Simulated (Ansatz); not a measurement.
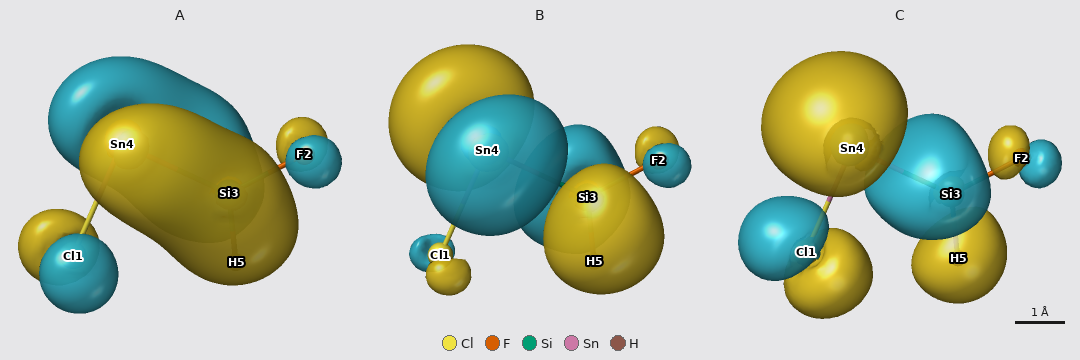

ClFHSiSn (SMILES F/[SiH]=[Sn]/[Cl]) (doublet). Three frontier orbitals at ±0.08 Å⁻³ᐟ² (yellow and cyan are the two phases), in no order.

Geometry: PBE0-D3(BJ)/def2-SVP; core potentials replace the inner electrons of Sn.

Theory: isolated molecule in a Gaussian basis; Kohn-Sham density functional theory, functional PBE0 in Ansatz 0.2.0.

```xyz
5

Cl    0.6411    2.5102   -3.2394
F    -2.9398   -0.0498   -1.1554
Si   -1.7967    0.7903   -1.9630
Sn    0.2677    1.9036   -0.9109
H    -2.2121    0.7642   -3.4032
```

Question: Order the three orbitals by energy and name them. All are α orbitals.

Answer: C is the HOMO−1 (α) (−7.50 eV). It lies mainly on Sn4 (about 45 %), Si3 (about 25 %), Cl1 (about 20 %) and H5 (about 10 %); it is symmetric in the molecular plane (an in-plane orbital: σ, lone-pair or in-plane π type). A is the HOMO (α) (−6.00 eV). Its weight (Hirshfeld) is mainly on Si3 (about 45 %), Sn4 (about 40 %) and Cl1 (about 10 %); it changes sign across the molecular plane (π type); π-bonding across Si3–Sn4. B is the LUMO (α) (−2.58 eV). Its weight (Hirshfeld) is mainly on Sn4 (about 55 %) and Si3 (about 35 %); it changes sign across the molecular plane (π type); π-antibonding (a node) across Si3–Sn4.

Question: What is the gap between the highest occupied and lowest empty α orbitals?

Answer: 3.42 eV between the orbital energies.
